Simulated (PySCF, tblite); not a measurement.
# C₇H₅NSi: geometry, infrared bands and NMR shifts

Wanted: the infrared bands and NMR shifts of C₇H₅NSi (`C#CC#C/C([SiH3])=C\C#N`), by calculation.

Programs: tblite 0.8.0 and PySCF 2.14.0, with density-fitted response routines of our own. Each step states its level of theory. These are calculated values for one molecule in the gas phase, unless marked as measured. Atoms count from 0, in the outputs and in this text.

## Step 1: Starting geometry

14 atoms, charge 0, multiplicity 1; geometry from: force field or distance geometry start.

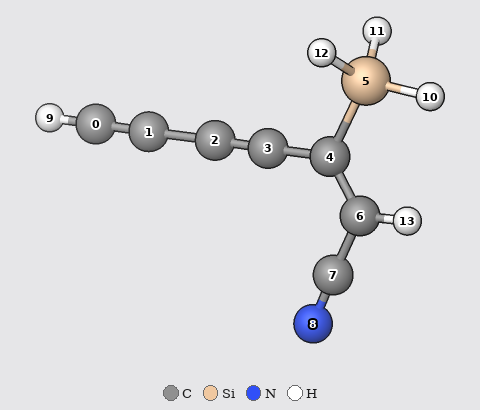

The starting geometry (carbon grey, silicon light orange, nitrogen blue, hydrogen white), atoms numbered.

## Step 2: Geometry optimisation with GFN2-xTB

The job: settings as JSON, then the geometry in Å.

```
{"job": {"kind": "relax", "xc": "GFN2-xTB", "basis": "xTB"}, "charge": 0, "multiplicity": 1}
C      4.173900     0.164000     1.330900
C      3.017600     0.122200     0.959600
C      1.565700     0.052500     0.506400
C      0.412000     0.015600     0.130600
C     -0.946200    -0.045800    -0.290500
Si    -1.992900    -1.276800     0.603000
C     -1.419300     0.741900    -1.287300
C     -0.631900     1.698500    -1.989200
N     -0.021000     2.475600    -2.587000
H      5.176100     0.212300     1.655000
H     -3.372900    -1.234800     0.059100
H     -1.457300    -2.651600     0.421100
H     -2.049600    -0.949100     2.062800
H     -2.454800     0.674900    -1.596600
```

The run is started by

```
$ OMP_NUM_THREADS=1 python probes_run.py task.json out
```

The driver reads the jobs from task.json and runs them one after another.

The log of the run:

```text
step      E/eV     max force
  0    -597.71740    4.137
  1    -597.95610    4.456
  2    -598.12958    2.067
  3    -598.15640    3.416
  4    -598.24675    0.778
  5    -598.27357    0.631
  6    -598.28697    0.872
  7    -598.29460    0.944
  8    -598.30430    0.183
  9    -598.30865    0.143
 10    -598.31142    0.205
 11    -598.31342    0.134
 12    -598.31473    0.084
 13    -598.31570    0.078
 14    -598.31662    0.090
 15    -598.31746    0.076
 16    -598.31809    0.065
 17    -598.31851    0.056
 18    -598.31882    0.051
 19    -598.31907    0.055
 20    -598.31931    0.043
 21    -598.31958    0.048
 22    -598.31989    0.051
 23    -598.32017    0.045
 24    -598.32038    0.041
 25    -598.32055    0.044
 26    -598.32075    0.042
 27    -598.32096    0.039
 28    -598.32112    0.033
 29    -598.32122    0.028
 30    -598.32132    0.037
 31    -598.32146    0.040
 32    -598.32159    0.037
 33    -598.32169    0.026
 34    -598.32176    0.025
 35    -598.32184    0.034
 36    -598.32193    0.037
 37    -598.32201    0.022
 38    -598.32204    0.008
```

It took 0.46 s on 1 thread of Arm Neoverse N1, shared host.

Step by step: (not every step is listed)

```tsv
step	energy from step 0 (eV)	largest force (eV/Å)
0	0.0000	4.1368
1	-0.2387	4.4556
2	-0.4122	2.0668
3	-0.4390	3.4155
4	-0.5294	0.7776
5	-0.5562	0.6307
6	-0.5696	0.8720
7	-0.5772	0.9441
8	-0.5869	0.1832
10	-0.5940	0.2046
12	-0.5973	0.0837
14	-0.5992	0.0901
16	-0.6007	0.0654
18	-0.6014	0.0506
20	-0.6019	0.0431
22	-0.6025	0.0510
24	-0.6030	0.0414
26	-0.6033	0.0418
28	-0.6037	0.0325
30	-0.6039	0.0366
32	-0.6042	0.0370
33	-0.6043	0.0260
34	-0.6044	0.0254
35	-0.6044	0.0345
36	-0.6045	0.0367
37	-0.6046	0.0221
38	-0.6046	0.0081
```

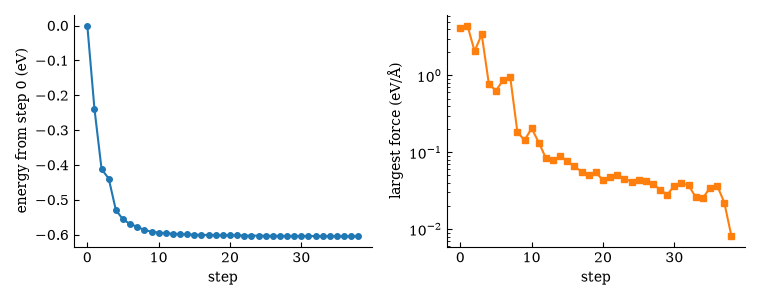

Energy and force, step by step.

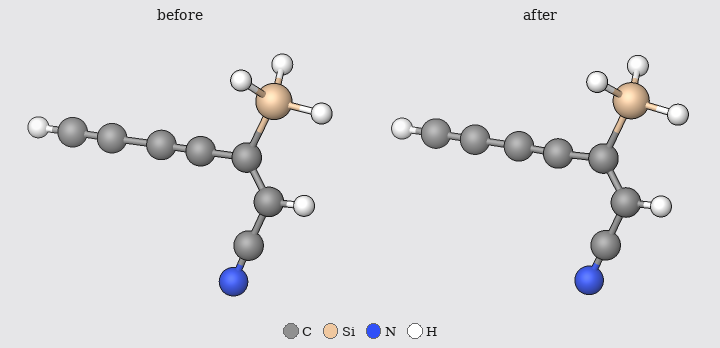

The geometry before (left) and after (right).

Distances of close pairs at the start and the end, largest changes first:

```tsv
bond	before (Å)	after (Å)	change (Å)
C1–C2	1.523	1.352	-0.170
C4–Si5	1.846	1.902	+0.055
Si5–H12	1.497	1.462	-0.035
C3–C4	1.423	1.394	-0.029
Si5–H11	1.487	1.462	-0.024
C6–C7	1.424	1.402	-0.022
Si5–H10	1.484	1.463	-0.021
C0–C1	1.215	1.206	-0.009
```

The next job starts from the end point, and lists it.

## Step 3: Infrared spectrum with GFN2-xTB

The job: settings as JSON, then the geometry in Å.

```
{"job": {"kind": "ir", "xc": "GFN2-xTB", "basis": "xTB"}, "charge": 0, "multiplicity": 1}
C      4.017131     0.154866     1.289543
C      2.870638     0.115337     0.916167
C      1.584419     0.067132     0.501470
C      0.435285     0.047168     0.106761
C     -0.899529    -0.038540    -0.286866
Si    -1.975851    -1.303311     0.639640
C     -1.387955     0.743055    -1.276139
C     -0.600556     1.677627    -1.963602
N      0.043440     2.443686    -2.527628
H      5.015275     0.196089     1.607185
H     -3.319019    -1.219828     0.065360
H     -1.386395    -2.625647     0.432816
H     -1.974460    -0.935403     2.055019
H     -2.423103     0.677295    -1.581892
```

The log of the run:

```text
mode    cm-1     km/mol
  1      48.0      2.06
  2      63.6      0.12
  3      98.3      0.03
  4     115.7      2.00
  5     116.8      6.96
  6     162.4      0.10
  7     230.0      0.78
  8     243.2      2.39
  9     364.6      1.91
 10     382.8      0.37
 11     386.7      0.71
 12     404.2      8.99
 13     454.6     12.58
 14     528.2     42.12
 15     531.9     37.78
 16     581.6     36.72
 17     625.4     13.96
 18     639.2     23.25
 19     653.6     16.23
 20     763.9    171.80
 21     769.5    151.13
 22     783.0    492.71
 23     791.7      4.88
 24     896.7     57.60
 25    1030.5      6.02
 26    1177.3     12.56
 27    1321.1      6.89
 28    1563.1     24.98
 29    2197.2      4.75
 30    2268.9     45.85
 31    2273.8    244.91
 32    2282.3    342.32
 33    2282.9    235.50
 34    2351.0    166.41
 35    3059.8     11.47
 36    3404.0     14.90
```

Wall time 0.85 s (1 thread of Arm Neoverse N1, shared host).

The strongest bands and the atoms that carry them (share of the mass-weighted mode):

```tsv
cm⁻¹	km/mol	atoms
764	171.8	H10 59 %, H12 20 %, H11 17 %
770	151.1	H11 47 %, H12 45 %
783	492.7	H10 37 %, H11 27 %, H12 27 %
897	57.6	C4 52 %, C0 10 %
2274	244.9	H10 90 %
2282	342.3	H11 87 %
2283	235.5	H12 86 %
2351	166.4	C7 59 %, N8 38 %
```

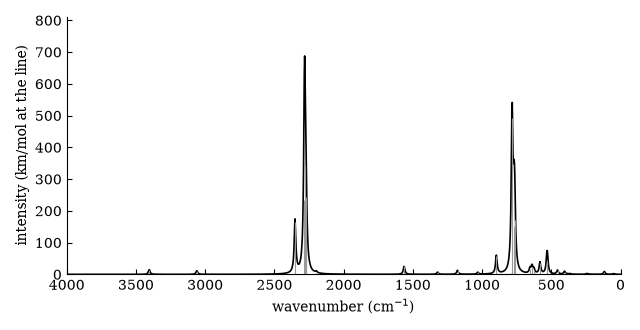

The infrared spectrum from these modes, unscaled. Lines are broadened to a width of 14 cm⁻¹ (Lorentzian).

## Step 4: Nuclear shieldings: PBE0/pcSseg-1

Same as in step 3 but for these lines:

```diff
@@ -1,2 +1,2 @@
-{"job": {"kind": "ir", "xc": "GFN2-xTB", "basis": "xTB"}, "charge": 0, "multiplicity": 1}
+{"job": {"kind": "nmr", "xc": "PBE0", "basis": "pcSseg-1"}, "charge": 0, "multiplicity": 1}
 C      4.017131     0.154866     1.289543
```

Level: GIAO PBE0/pcSseg-1 NMR shielding, non-relativistic, gas phase.

The log of the run:

```text
coarse grid: 13392 points
cycle   1  E = -613.1469818008  dE =  1.414e+00  |g| = 4.674e-01  |ddm| = 4.107e+00
cycle   2  E = -613.0020998341  dE =  1.449e-01  |g| = 9.209e-01  |ddm| = 1.370e+00
cycle   3  E = -613.1962504763  dE = -1.942e-01  |g| = 1.726e-01  |ddm| = 9.139e-01
cycle   4  E = -613.2025363554  dE = -6.286e-03  |g| = 6.411e-02  |ddm| = 1.849e-01
cycle   5  E = -613.2033053971  dE = -7.690e-04  |g| = 3.470e-02  |ddm| = 7.367e-02
cycle   6  E = -613.2036279576  dE = -3.226e-04  |g| = 4.233e-03  |ddm| = 3.278e-02
cycle   7  E = -613.2036323167  dE = -4.359e-06  |g| = 2.028e-03  |ddm| = 5.591e-03
final grid: 128240 points
cycle   8  E = -613.2580675604  dE = -2.061e-05  |g| = 6.290e-03  |ddm| = 1.160e-01
cycle   9  E = -613.2580469207  dE =  2.064e-05  |g| = 1.096e-02  |ddm| = 1.475e-02
cycle  10  E = -613.2580761482  dE = -2.923e-05  |g| = 2.273e-03  |ddm| = 9.804e-03
cycle  11  E = -613.2580775411  dE = -1.393e-06  |g| = 4.145e-04  |ddm| = 2.179e-03
cycle  12  E = -613.2580775805  dE = -3.938e-08  |g| = 1.729e-04  |ddm| = 5.101e-04
cycle  13  E = -613.2580775875  dE = -6.952e-09  |g| = 8.463e-05  |ddm| = 1.908e-04
cycle  14  E = -613.2580775892  dE = -1.681e-09  |g| = 2.327e-05  |ddm| = 8.138e-05
cycle  15  E = -613.2580775893  dE = -1.191e-10  |g| = 7.227e-06  |ddm| = 2.518e-05
converged SCF energy = -613.2580775893

GIAO shielding tensors (ppm)
atom      isotropic    diamagn.    paramagn.     s11        s22        s33       span
  0 C       92.227     264.438    -172.210     28.197     36.306    212.179    183.982
  1 C      114.545     248.548    -134.003     23.912     24.686    295.037    271.125
  2 C       78.284     248.511    -170.227     35.554     39.015    160.281    124.727
  3 C      112.818     253.720    -140.902     10.095     10.675    317.683    307.588
  4 C       38.722     264.019    -225.297    -76.245     21.141    171.270    247.514
  5 Si     410.523     880.065    -469.542    378.075    398.029    455.463     77.388
  6 C       57.353     251.182    -193.829    -66.401     86.345    152.115    218.516
  7 C       65.720     260.531    -194.811    -48.784    -46.704    292.649    341.433
  8 N      -68.716     340.412    -409.128   -209.040   -195.342    198.235    407.275
  9 H       28.889      35.010      -6.122     24.821     24.885     36.961     12.140
 10 H       27.556      28.138      -0.582     24.109     26.341     32.219      8.110
 11 H       27.327      27.963      -0.636     24.139     26.071     31.770      7.631
 12 H       27.327      27.965      -0.638     24.141     26.069     31.772      7.631
 13 H       25.572      28.416      -2.843     22.557     24.725     29.436      6.879
```

Wall time 73 s (1 thread of Arm Neoverse N1, shared host); peak memory 0.82 GiB.

Shifts follow as δ = σ(reference) − σ, with reference shieldings (ppm) from runs at the same level and on the same kind of geometry: ¹H TMS 31.72, ¹³C TMS 186.9, ²⁹Si TMS 349.2, ¹⁵N NH3 267.7. The references are single molecules in the gas phase, so shifts against H2O, NH3, PH3, H3PO4 or CFCl3 are not on the usual liquid scales and can be off by tens of ppm. Atoms listed in one row are averaged.

```tsv
atoms	environment	σ (ppm)	δ (ppm)	δ scaled to CDCl3
C4	fully substituted alkene carbon	38.7	148.2	142.7
C6	alkene CH	57.4	129.6	124.5
C7	nitrile carbon	65.7	121.2	116.4
C2	alkyne carbon	78.3	108.6	104.1
C0	terminal alkyne carbon	92.2	94.7	90.5
C3	alkyne carbon	112.8	74.1	70.4
C1	alkyne carbon	114.5	72.4	68.7
H13	hydrogen on an alkene CH	25.57	6.14	5.90
H10, H11, H12	hydrogen on a silicon bonded to C	27.40	4.31	–
H9	hydrogen on a terminal alkyne carbon	28.89	2.83	2.77
Si5	silicon bonded to C, 3 H	410.5	-61.4	–
N8	nitrile nitrogen	-68.7	336.4	–
```

The scaled column applies a straight-line fit of computed shieldings to shifts measured in CDCl3 (root-mean-square error 0.16 ppm for H, 1.9 ppm for C).

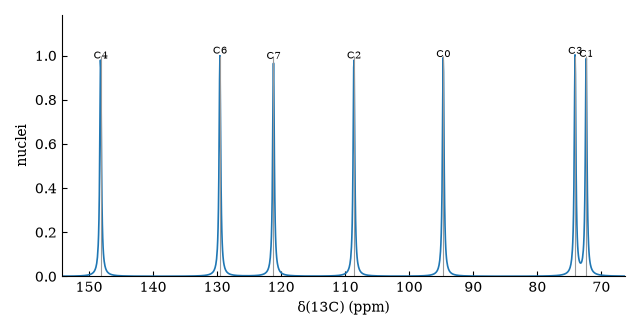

¹³C lines at the computed shifts, without couplings. Lines are broadened to a width of 0.30 ppm (Lorentzian).

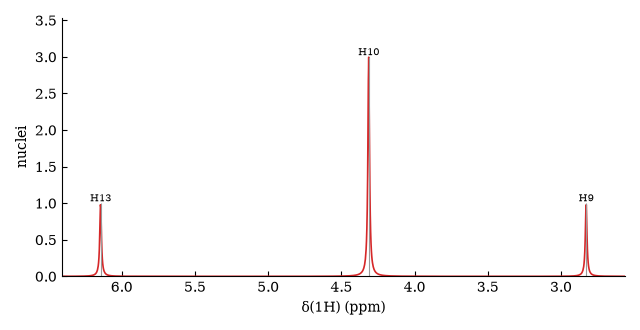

¹H lines at the computed shifts, without couplings. Lines are broadened to a width of 0.01 ppm (Lorentzian).

The run also stored atomic charges by several schemes (e):

```tsv
atoms	Mulliken	IAO	Hirshfeld	ESP fit
C0	-0.39	-0.17	-0.06	-0.39
C1	0.23	-0.02	-0.03	0.12
C2	0.11	-0.02	-0.02	-0.06
C3	0.13	-0.02	-0.02	-0.01
C4	-0.51	-0.23	-0.05	-0.03
Si5	0.60	0.63	0.34	0.36
C6	-0.03	-0.17	-0.02	-0.31
C7	0.10	0.14	0.07	0.47
N8	-0.23	-0.22	-0.20	-0.45
```

Mulliken charges:

C0 -0.39; C1 0.23; C2 0.11; C3 0.13; C4 -0.51; Si5 0.60; C6 -0.03; C7 0.10; N8 -0.23; H9 0.06; H10 -0.10; H11 -0.06; H12 -0.06; H13 0.14

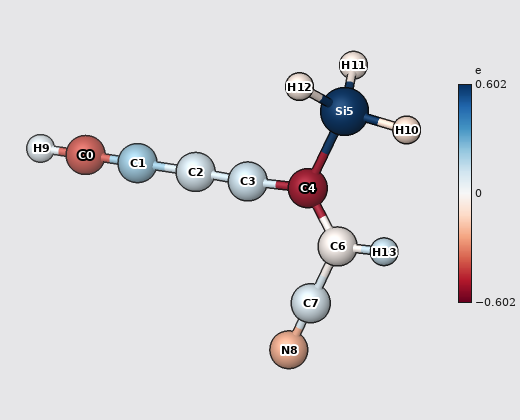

Mulliken charges, as colours on the atoms.

Mayer bond orders: C0–C1 2.21, C1–C2 0.97, C2–C3 1.91, C3–C4 1.13, C4–Si5 0.82, C4–C6 1.75, C6–C7 1.06, C7–N8 2.98.

The fields below are evaluated on a grid from the run's orbitals.

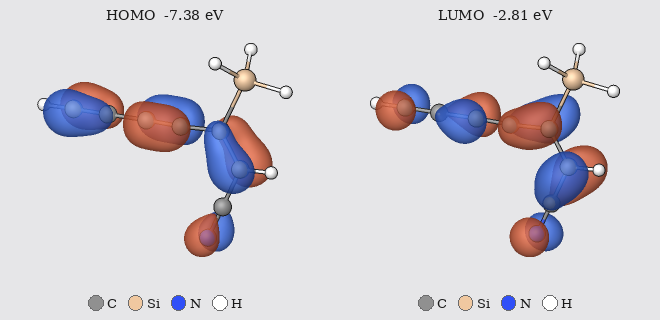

PBE0/pcSseg-1 orbitals near the gap, drawn at the value that encloses 70 % of each; the two colours are the two signs.

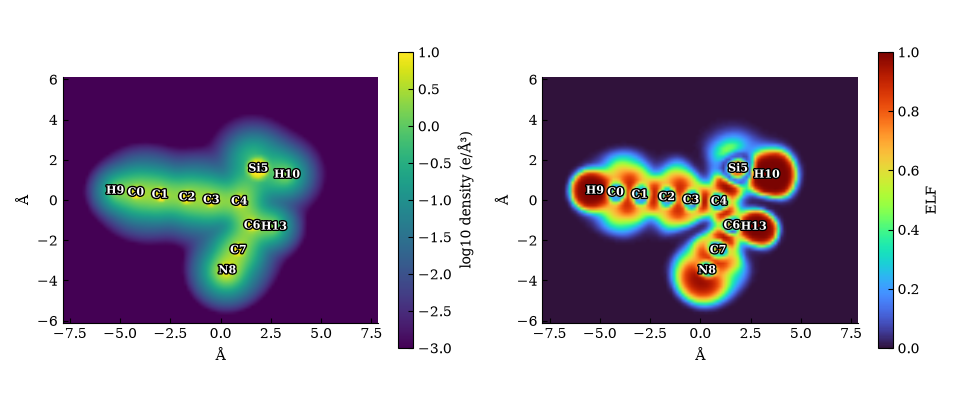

Density (left) and ELF (right) in a plane through or near 12 of the atoms.

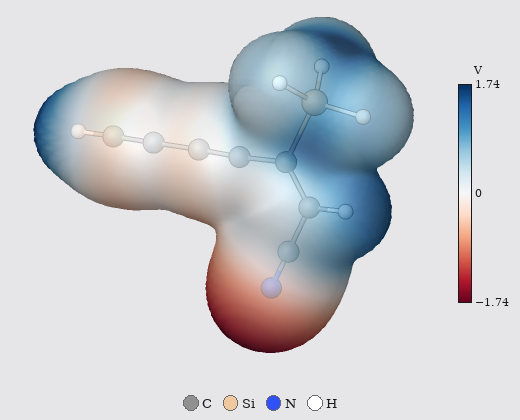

Electrostatic potential on the surface of density 0.002 e/bohr³; red is low, blue high. It runs from -1.73 V near N8 to 1.74 V near H9.

## Step 5: Results

```
                                                              quantity                                             value
                             strongest single infrared mode (GFN2-xTB)                              783 cm⁻¹, 493 km/mol
                                          zero-point energy (GFN2-xTB)                                     51.2 kcal/mol
                                ¹³C shifts against TMS (PBE0/pcSseg-1)  148.2, 129.6, 121.2, 108.6, 94.7, 74.1, 72.4 ppm
¹H shifts against TMS (PBE0/pcSseg-1, means over atoms taken as alike)                              6.14, 4.31, 2.83 ppm
                               ²⁹Si shifts against TMS (PBE0/pcSseg-1)                                         -61.4 ppm
                                ¹⁵N shifts against NH3 (PBE0/pcSseg-1)                                         336.4 ppm
                                 surface potential, least and greatest                                -1.73 V and 1.74 V
```

**Reading.** Relaxing lowered the energy by 0.605 eV in 38 steps; the close pair that moved most is C1–C2, from 1.523 to 1.352 Å. All 36 modes are real, so the xTB geometry is a minimum. The strongest single mode, at 783 cm⁻¹, has its largest shares on H10, H11 and H12 (the list is cut at 3 atoms). Unscaled tight-binding wavenumbers are off by several per cent, some by more. Its intensities can rank the bands wrongly. The most deshielded hydrogen is H13 (hydrogen on an alkene CH), at 6.14 ppm: olefinic region. At PBE0/pcSseg-1: The widest tensor belongs to N8: span 407 ppm, with a paramagnetic part of -409 ppm. By nearest atom (PBE0/pcSseg-1), the HOMO sits on 4 C atoms about 17 % each; N8 9 % and the LUMO on C4, C6 about 20 % each; C2 14 %.
